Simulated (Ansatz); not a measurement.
# Work function of Ca(100): what the settings cost and change, part 2 of 2

Aim: the work function of Ca(100) against thickness and vacuum, with the cost.

Ansatz 0.2.0; plane-wave DFT, PBE, Ansatz PAW.

So far, work function, upper face (eV): step 2 (run, setting 1 layer) 2.72; step 4 (slab, 3 atoms) 2.76; step 5 (run, 4 atoms) 2.78; step 6 (run, 5 atoms) 2.79; step 7 (slab, 6 atoms) 2.78.

### 8. Run, 8 atoms

System of this step: Ca(100). The cell holds 8 atoms: 8 Ca. Its edges and angles: a = 3.946 Å, b = 3.946 Å, c = 37.530 Å, α = 90.0°, β = 90.0°, γ = 90.0°. Vacuum lies along c.

File input.yaml:

```yaml
crystal:
  lattice:
    - [3.945655839, 0.0, 0.0]
    - [0.0, 3.945655839, 0.0]
    - [0.0, 0.0, 37.53]
  atoms:
    - { symbol: Ca, position: [0.5, 0.5, 0.2398081535] }
    - { symbol: Ca, position: [0.0, 0.0, 0.3141486811] }
    - { symbol: Ca, position: [0.5, 0.5, 0.3884892086] }
    - { symbol: Ca, position: [0.0, 0.0, 0.4628297362] }
    - { symbol: Ca, position: [0.5, 0.5, 0.5371702638] }
    - { symbol: Ca, position: [0.0, 0.0, 0.6115107914] }
    - { symbol: Ca, position: [0.5, 0.5, 0.6858513189] }
    - { symbol: Ca, position: [0.0, 0.0, 0.7601918465] }
kpoints:
  mp_grid: { grid: [10, 10, 1] }
hamiltonian:
  xc: pbe
scf:
  occupations: { method: fermi_dirac, width: 0.1 }
  convergence: { dr2_threshold: 1.0e-09 }
efield:
  axis: 3
  dipole_correction: true
  ramp_position: 0.97
  ramp_width: 0.06
output:
  write_potential: true
  write_density: true
  volumetric_format: npy
```

Launch:

```bash
> ansatz run input.yaml --threads 2 --pin off --max-ram 3072MiB --backend cpu --events-out ev --progress --plain --runs-dir out
```

Numbers of over 12 decimals in the logs are rounded to 6 here.

The log of the run:

```text
[...]
Crystal: 8 atoms, lattice volume = 584.275 Å³
Basis set: ecut = 420 eV, 11477 PW (Γ)
Bands: 48, of which v1, the nominal top of the filled ones, is band 40 counted from 1 (39 counted from 0)
Symmetry: 8 space group operations
k-points: 21 of 100
[...]
k-point 0: bands = [... 36 lower, -0.6089, 0.0044, 0.6096, 1.1136, 2.2325, 2.2578, 2.3812, 2.4446, ... 12 higher]
  k-point 1: bands = [... 36 lower, -0.5103, 0.0991, 0.7009, 1.2031, 2.2705, 2.2951, 2.3837, 2.4388, ... 12 higher]
  k-point 2: bands = [... 36 lower, -0.2257, 0.3697, 0.9600, 1.4548, 2.2273, 2.2870, 2.3880, 2.4431, ... 12 higher]
  k-point 20: bands = [... 36 lower, 1.7595, 1.7595, 1.9378, 1.9378, 2.3309, 2.3309, 2.3312, 2.3312, ... 12 higher]
[key lines of the parts left out:]
SCF converged after 10 iterations
Free energy (F): -14534.140155 eV
Fermi energy:    1.774656 eV
Dipole field:    D = 0.000003 V/Å  (p = 0.000009 e·Å, saw-weighted, corrected)
Work function:   Φ+ = 2.7788 eV   Φ− = 2.7790 eV
```

Run time: 3 min. Hardware: 2 threads of Arm Neoverse N1, shared host; peak memory 1.1 GiB; 3.6 min of CPU time.

The work function is 2.779 eV, -0.006 eV from the run “6 layers”, at 1.7 times its CPU time.

### 9. Slab, 10 atoms

System of this step: Ca(100). The cell holds 10 atoms: 10 Ca. Its edges and angles: a = 3.946 Å, b = 3.946 Å, c = 43.110 Å, α = 90.0°, β = 90.0°, γ = 90.0°. Vacuum lies along c.

input.yaml, the sections that differ from step 8:

```yaml
crystal:
  lattice:
    - [3.945655839, 0.0, 0.0]
    - [0.0, 3.945655839, 0.0]
    - [0.0, 0.0, 43.11]
  atoms:
    - { symbol: Ca, position: [0.5, 0.5, 0.2087682672] }
    - { symbol: Ca, position: [0.0, 0.0, 0.2734864301] }
    - { symbol: Ca, position: [0.5, 0.5, 0.3382045929] }
    - { symbol: Ca, position: [0.0, 0.0, 0.4029227557] }
    - { symbol: Ca, position: [0.5, 0.5, 0.4676409186] }
    - { symbol: Ca, position: [0.0, 0.0, 0.5323590814] }
    - { symbol: Ca, position: [0.5, 0.5, 0.5970772443] }
    - { symbol: Ca, position: [0.0, 0.0, 0.6617954071] }
    - { symbol: Ca, position: [0.5, 0.5, 0.7265135699] }
    - { symbol: Ca, position: [0.0, 0.0, 0.7912317328] }
# kpoints, hamiltonian, scf, efield, output: as in step 8
```

The log of the run:

```text
[...]
Crystal: 10 atoms, lattice volume = 671.145 Å³
Basis set: ecut = 420 eV, 13209 PW (Γ)
Bands: 60, of which v1, the nominal top of the filled ones, is band 50 counted from 1 (49 counted from 0)
Symmetry: 8 space group operations
k-points: 21 of 100
[...]
k-point 0: bands = [... 46 lower, 0.2181, 0.7249, 1.1958, 1.5701, 2.6249, 2.6351, 2.7616, 2.8054, ... 16 higher]
  k-point 1: bands = [... 46 lower, 0.3131, 0.8169, 1.2856, 1.6596, 2.6630, 2.6726, 2.7626, 2.8006, ... 16 higher]
  k-point 2: bands = [... 46 lower, 0.5851, 1.0783, 1.5395, 1.9097, 2.6149, 2.6460, 2.7492, 2.7847, ... 16 higher]
  k-point 20: bands = [... 46 lower, 2.2043, 2.2044, 2.3361, 2.3361, 2.7149, 2.7149, 2.7149, 2.7149, ... 16 higher]
[key lines of the parts left out:]
SCF converged after 10 iterations
Free energy (F): -18167.899313 eV
Fermi energy:    2.157371 eV
Dipole field:    D = 0.000004 V/Å  (p = 0.000013 e·Å, saw-weighted, corrected)
Work function:   Φ+ = 2.7827 eV   Φ− = 2.7829 eV
```

Elapsed: 3.5 min, on 2 threads; peak memory 1.5 GiB; 5.5 min of CPU time.

The work function is 2.783 eV, +0.004 eV from the run “8 layers”, at 1.5 times its CPU time.

### 10. Run, 13 atoms

System of this step: Ca(100). The cell holds 13 atoms: 13 Ca. Cell: a = 3.946 Å, b = 3.946 Å, c = 51.480 Å, α = 90.0°, β = 90.0°, γ = 90.0°. Vacuum lies along c.

input.yaml, the sections that differ from step 9:

```yaml
crystal:
  lattice:
    - [3.945655839, 0.0, 0.0]
    - [0.0, 3.945655839, 0.0]
    - [0.0, 0.0, 51.48]
  atoms:
    - { symbol: Ca, position: [0.0, 0.0, 0.1748251748] }
    - { symbol: Ca, position: [0.5, 0.5, 0.229020979] }
    - { symbol: Ca, position: [0.0, 0.0, 0.2832167832] }
    - { symbol: Ca, position: [0.5, 0.5, 0.3374125874] }
    - { symbol: Ca, position: [0.0, 0.0, 0.3916083916] }
    - { symbol: Ca, position: [0.5, 0.5, 0.4458041958] }
    - { symbol: Ca, position: [0.0, 0.0, 0.5] }
    - { symbol: Ca, position: [0.5, 0.5, 0.5541958042] }
    - { symbol: Ca, position: [0.0, 0.0, 0.6083916084] }
    - { symbol: Ca, position: [0.5, 0.5, 0.6625874126] }
    - { symbol: Ca, position: [0.0, 0.0, 0.7167832168] }
    - { symbol: Ca, position: [0.5, 0.5, 0.770979021] }
    - { symbol: Ca, position: [0.0, 0.0, 0.8251748252] }
# kpoints, hamiltonian, scf, efield, output: as in step 9
```

The log of the run:

```text
[...]
Crystal: 13 atoms, lattice volume = 801.451 Å³
Basis set: ecut = 420 eV, 15805 PW (Γ)
Bands: 78, of which v1, the nominal top of the filled ones, is band 65 counted from 1 (64 counted from 0)
Symmetry: 8 space group operations
k-points: 21 of 100
[...]
k-point 0: bands = [... 61 lower, 1.0741, 1.4565, 1.7957, 2.0510, 3.0499, 3.0520, 3.1796, 3.2078, ... 22 higher]
  k-point 1: bands = [... 61 lower, 1.1657, 1.5463, 1.8846, 2.1407, 3.0879, 3.0897, 3.1791, 3.2043, ... 22 higher]
  k-point 2: bands = [... 61 lower, 1.4260, 1.8002, 2.1351, 2.3898, 3.0430, 3.0502, 3.1126, 3.1926, ... 22 higher]
  k-point 20: bands = [... 61 lower, 2.6280, 2.7206, 2.7460, 2.7807, 3.1361, 3.1361, 3.1361, 3.1361, ... 22 higher]
[key lines of the parts left out:]
SCF converged after 9 iterations
Free energy (F): -23618.538356 eV
Fermi energy:    2.578695 eV
Dipole field:    D = -0.000000 V/Å  (p = -0.000001 e·Å, saw-weighted, corrected)
Work function:   Φ+ = 2.7824 eV   Φ− = 2.7824 eV
```

Wall time 5.7 min (2 threads); peak memory 2.1 GiB.

The work function is 2.782 eV, -0.000 eV from the run “10 layers”, at 1.8 times its CPU time.

### 11. Run, 7 atoms

System of this step: Ca(100). The cell holds 7 atoms: 7 Ca. Cell: a = 3.946 Å, b = 3.946 Å, c = 26.740 Å, α = 90.0°, β = 90.0°, γ = 90.0°. Vacuum lies along c.

input.yaml, the sections that differ from step 10:

```yaml
crystal:
  lattice:
    - [3.945655839, 0.0, 0.0]
    - [0.0, 3.945655839, 0.0]
    - [0.0, 0.0, 26.74]
  atoms:
    - { symbol: Ca, position: [0.0, 0.0, 0.1869857891] }
    - { symbol: Ca, position: [0.5, 0.5, 0.2913238594] }
    - { symbol: Ca, position: [0.0, 0.0, 0.3956619297] }
    - { symbol: Ca, position: [0.5, 0.5, 0.5] }
    - { symbol: Ca, position: [0.0, 0.0, 0.6043380703] }
    - { symbol: Ca, position: [0.5, 0.5, 0.7086761406] }
    - { symbol: Ca, position: [0.0, 0.0, 0.8130142109] }
# kpoints, hamiltonian, scf, efield, output: as in step 10
```

The log of the run:

```text
[...]
Crystal: 7 atoms, lattice volume = 416.294 Å³
Basis set: ecut = 420 eV, 8193 PW (Γ)
Bands: 42, of which v1, the nominal top of the filled ones, is band 35 counted from 1 (34 counted from 0)
Symmetry: 8 space group operations
k-points: 21 of 100
[...]
k-point 0: bands = [... 31 lower, 0.1536, 0.8191, 1.5171, 2.1046, 3.2522, 3.3408, 3.4333, 3.5126, ... 10 higher]
  k-point 1: bands = [... 31 lower, 0.2546, 0.9157, 1.6097, 2.1942, 3.2985, 3.3711, 3.4338, 3.5066, ... 10 higher]
  k-point 2: bands = [... 31 lower, 0.5471, 1.1931, 1.8732, 2.4471, 3.2689, 3.3663, 3.4586, 3.5028, ... 10 higher]
  k-point 20: bands = [... 31 lower, 2.6579, 2.8661, 2.9020, 3.0122, 3.3802, 3.3802, 3.3808, 3.3808, ... 10 higher]
[key lines of the parts left out:]
SCF converged after 10 iterations
Free energy (F): -12717.259824 eV
Fermi energy:    2.824058 eV
Dipole field:    D = -0.000000 V/Å  (p = -0.000000 e·Å, saw-weighted, corrected)
Work function:   Φ+ = 2.7488 eV (in doubt: plateau slope 1.7e-1 eV/Å)   Φ− = 2.7598 eV (in doubt: plateau slope 1.3e-1 eV/Å)
```

Elapsed: 71 s, on 2 threads; peak memory 0.78 GiB; 2.1 min of CPU time.

The work function is 2.749 eV. The program marks this work function as in doubt.

### 12. Slab, 7 atoms

The cell differs from the one that the last finished run ended in (c 26.740 → 30.740 Å).

input.yaml, the sections that differ from step 11:

```yaml
crystal:
  lattice:
    - [3.945655839, 0.0, 0.0]
    - [0.0, 3.945655839, 0.0]
    - [0.0, 0.0, 30.74]
  atoms:
    - { symbol: Ca, position: [0.0, 0.0, 0.2277163305] }
    - { symbol: Ca, position: [0.5, 0.5, 0.3184775537] }
    - { symbol: Ca, position: [0.0, 0.0, 0.4092387768] }
    - { symbol: Ca, position: [0.5, 0.5, 0.5] }
    - { symbol: Ca, position: [0.0, 0.0, 0.5907612232] }
    - { symbol: Ca, position: [0.5, 0.5, 0.6815224463] }
    - { symbol: Ca, position: [0.0, 0.0, 0.7722836695] }
# kpoints, hamiltonian, scf, efield, output: as in step 11
```

The log of the run:

```text
[...]
Crystal: 7 atoms, lattice volume = 478.566 Å³
Basis set: ecut = 420 eV, 9423 PW (Γ)
Bands: 42, of which v1, the nominal top of the filled ones, is band 35 counted from 1 (34 counted from 0)
Symmetry: 8 space group operations
k-points: 21 of 100
[...]
k-point 0: bands = [... 31 lower, -0.5745, 0.0931, 0.7864, 1.3810, 2.5521, 2.5834, 2.7063, 2.7855, ... 10 higher]
  k-point 1: bands = [... 31 lower, -0.4735, 0.1898, 0.8790, 1.4709, 2.5893, 2.6214, 2.7096, 2.7793, ... 10 higher]
  k-point 2: bands = [... 31 lower, -0.1809, 0.4672, 1.1423, 1.7241, 2.5494, 2.6293, 2.7052, 2.8058, ... 10 higher]
  k-point 20: bands = [... 31 lower, 1.9307, 2.1389, 2.1749, 2.2849, 2.6530, 2.6530, 2.6536, 2.6536, ... 10 higher]
[key lines of the parts left out:]
SCF converged after 10 iterations
Free energy (F): -12717.258938 eV
Fermi energy:    2.097102 eV
Dipole field:    D = 0.000000 V/Å  (p = 0.000001 e·Å, saw-weighted, corrected)
Work function:   Φ+ = 2.7790 eV   Φ− = 2.7793 eV
```

It took 83 s on 2 threads; peak memory 0.86 GiB; 2.5 min of CPU time.

The work function is 2.779 eV, +0.030 eV from the run “7 layers, 10 Å of vacuum”, at 1.2 times its CPU time.

### 13. Run, 7 atoms (run 2)

The cell differs from the one that the last finished run ended in (c 30.740 → 42.740 Å).

input.yaml, the sections that differ from step 12:

```yaml
crystal:
  lattice:
    - [3.945655839, 0.0, 0.0]
    - [0.0, 3.945655839, 0.0]
    - [0.0, 0.0, 42.74]
  atoms:
    - { symbol: Ca, position: [0.0, 0.0, 0.3041647169] }
    - { symbol: Ca, position: [0.5, 0.5, 0.3694431446] }
    - { symbol: Ca, position: [0.0, 0.0, 0.4347215723] }
    - { symbol: Ca, position: [0.5, 0.5, 0.5] }
    - { symbol: Ca, position: [0.0, 0.0, 0.5652784277] }
    - { symbol: Ca, position: [0.5, 0.5, 0.6305568554] }
    - { symbol: Ca, position: [0.0, 0.0, 0.6958352831] }
# kpoints, hamiltonian, scf, efield, output: as in step 12
```

The log of the run:

```text
[...]
Crystal: 7 atoms, lattice volume = 665.385 Å³
Basis set: ecut = 420 eV, 13103 PW (Γ)
Bands: 42, of which v1, the nominal top of the filled ones, is band 35 counted from 1 (34 counted from 0)
Symmetry: 8 space group operations
k-points: 21 of 100
[...]
k-point 1: bands = [... 31 lower, -1.8426, -1.1792, -0.4901, 0.1019, 1.2169, 1.2558, 1.3410, 1.4103, ... 10 higher]
  k-point 2: bands = [... 31 lower, -1.5500, -0.9018, -0.2268, 0.3552, 1.1807, 1.2596, 1.3349, 1.4387, ... 10 higher]
  k-point 20: bands = [... 31 lower, 0.5617, 0.7699, 0.8059, 0.9159, 1.2840, 1.2840, 1.2846, 1.2846, ... 10 higher]
[key lines of the parts left out:]
SCF converged after 10 iterations
Free energy (F): -12717.258919 eV
Fermi energy:    0.728089 eV
Dipole field:    D = -0.000000 V/Å  (p = -0.000001 e·Å, saw-weighted, corrected)
Work function:   Φ+ = 2.7794 eV   Φ− = 2.7794 eV
```

Wall time 2 min (2 threads); peak memory 1.1 GiB.

The work function is 2.779 eV, +0.000 eV from the run “7 layers, 14 Å of vacuum”, at 1.5 times its CPU time.

### 14. The series together

Times are for 2 threads of Arm Neoverse N1, shared host. Results by setting:

| no. | setting | work function, upper face (eV) | time | memory (GiB) |
| --- | --- | --- | --- | --- |
| 1 | 1 layer | 2.716 | 13 s | 0.43 |
| 2 | 2 layers | 2.721 | 23 s | 0.44 |
| 3 | 3 layers | 2.762 | 44 s | 0.53 |
| 4 | 4 layers | 2.777 | 57 s | 0.6 |
| 5 | 5 layers | 2.785 | 84 s | 0.71 |
| 6 | 6 layers | 2.785 | 2 min | 0.82 |
| 7 | 8 layers | 2.779 | 3 min | 1.1 |
| 8 | 10 layers | 2.783 | 3.5 min | 1.5 |
| 9 | 13 layers | 2.782 | 5.7 min | 2.1 |
| 10 | 7 layers, 10 Å of vacuum | 2.749 | 71 s | 0.78 |
| 11 | 7 layers, 14 Å of vacuum | 2.779 | 83 s | 0.86 |
| 12 | 7 layers, 26 Å of vacuum | 2.779 | 2 min | 1.1 |

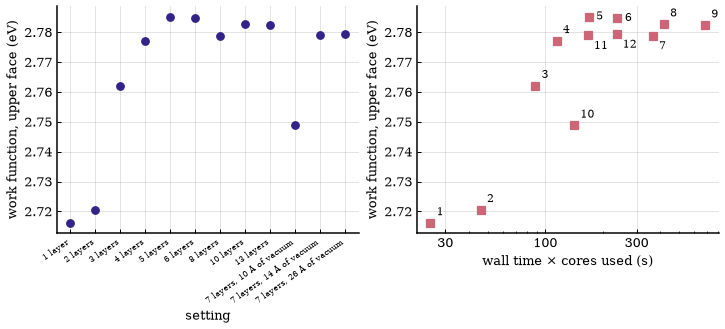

The series as plots; the last panel sets the first result against cost, with the runs numbered as in the table.

### 15. Varying the input

System of this step: Ca(100) monolayer. The cell holds 1 atom: 1 Ca. Cell: a = 3.946 Å, b = 3.946 Å, c = 18.000 Å, α = 90.0°, β = 90.0°, γ = 90.0°. Vacuum lies along c.

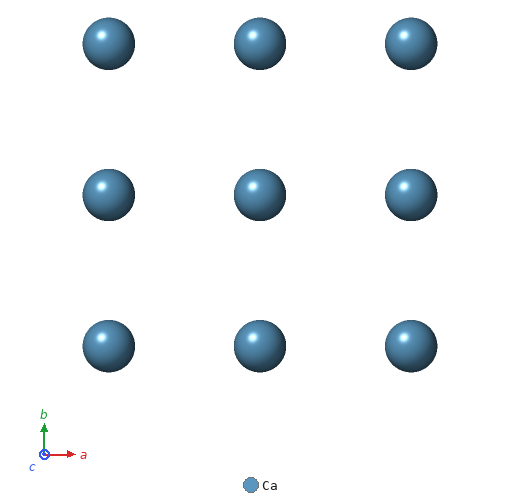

The cell of this step (calcium blue). 3×3×1 cells are drawn.

An input spoilt on purpose, to show how the run answers: it repeats the earlier run “1 layer” with efield.ramp_width from 0.06 to 0.9, and scf.max_iter set to 75; its output block differs too.

input.yaml, the sections that differ from step 13:

```yaml
crystal:
  lattice:
    - [3.945655839, 0.0, 0.0]
    - [0.0, 3.945655839, 0.0]
    - [0.0, 0.0, 18.0]
  atoms:
    - { symbol: Ca, position: [0.5, 0.5, 0.5] }
scf:
  occupations: { method: fermi_dirac, width: 0.1 }
  convergence: { dr2_threshold: 1.0e-09 }
  max_iter: 75
efield:
  axis: 3
  dipole_correction: true
  ramp_position: 0.97
  ramp_width: 0.9
# kpoints, hamiltonian, output: as in step 13
```

The log of the run:

```text
Engine: ansatz 0.2.0, aarch64-unknown-linux-gnu
Pseudopotentials: kind: paw
Pseudopotential: Ca, paw, valence charge 10, recommended cutoff 420 eV (normal), Ca.paw.azcp
Functional definition: PBE
  parameter kappa = 0.804
  parameter beta = 0.066725
  exchange = pbe_x(kappa = kappa, mu = beta*pi^2/3)
  correlation = pbe_c(beta = beta)
Crystal: 1 atoms, lattice volume = 280.228 Å³
Basis set: ecut = 420 eV, 5549 PW (Γ)
Bands: 9, of which v1, the nominal top of the filled ones, is band 5 counted from 1 (4 counted from 0)
Symmetry: 8 space group operations
k-points: 21 of 100
Non-local potential: Ca, projectors of the file, l = 0: 3, l = 1: 2, l = 2: 2
PAW form: soft (Blöchl's): semilocal exchange-correlation on the pseudo side does not see the compensation charge
PAW one-centre angular grid: Ca, 110 points (default); XC on 64 Gauss nodes
Initial density: superposition of atomic densities (neutral atoms: chi_scale 0, normalization atom), corrected by the library's trained network
Initial wavefunctions: pseudopotential atomic-orbital guess
Functional: x = pbe(κ = 0.804, μ = 0.219515), c = pbe(β = 0.066725)
Error: efield: ion 0 (Ca) at fractional coordinate 0.5000 along the field axis lies inside the sawtooth ramp with 2 of the planes that the density is read on at each end, [0.9540, 0.8860] — the ramp must sit in vacuum (an ion there feels the fictitious reversed slope); set or move the ramp (efield.ramp_position / ramp_width) or move the geometry
```

The job ended after 0.33 s (2 threads; peak memory 0.23 GiB).

The program refused the input before any cycle.

The program's message: “Error: efield: ion 0 (Ca) at fractional coordinate 0.5000 along the field axis lies inside the sawtooth ramp with 2 of the planes that the density is read on at each end, [0.9540, 0.8860] — the ramp m …”

The fault put into the input: a ramp so wide that it reaches the atoms.

### 16. Results

```
work function, 1 layer   : 2.716 eV
work function, 5 layers  : 2.785 eV
work function, 6 layers  : 2.785 eV
work function, 13 layers : 2.782 eV
```

What this shows: The thickest slab gives 2.78 eV, and the settings tried spread the value from 2.72 to 2.79 eV. At 18 Å of vacuum, the slabs from 3 layers on stay within 0.03 eV of the thickest. Going from 10 to 26 Å of vacuum moves it by 0.031 eV. The program marks the value as in doubt in “7 layers, 10 Å of vacuum”. The ladder's slabs use the tabulated experimental lattice constant (two decimals; a low-temperature value for the alkali metals). In 2 runs of the series (7 layers, 10 Å of vacuum and 7 layers, 14 Å of vacuum) the program warns that electrons reach the sawtooth's ramp, which makes dipole and work function less sure.

[Logs are printed without paths, hosts, clocks, repeated set-up lines and the standing remarks that a program may print on its own settings, such as how far it seeks lower states.]

[Hosts, paths, dates, database ids (printed as entryN), source tags and the programs' standing remarks are cut or masked in the printed files.]

[Maps of the electrostatic potential energy from Ansatz leave out the sawtooth potential of an applied field or a dipole correction, so their vacuum need not be flat; planar profiles and work functions include it.]
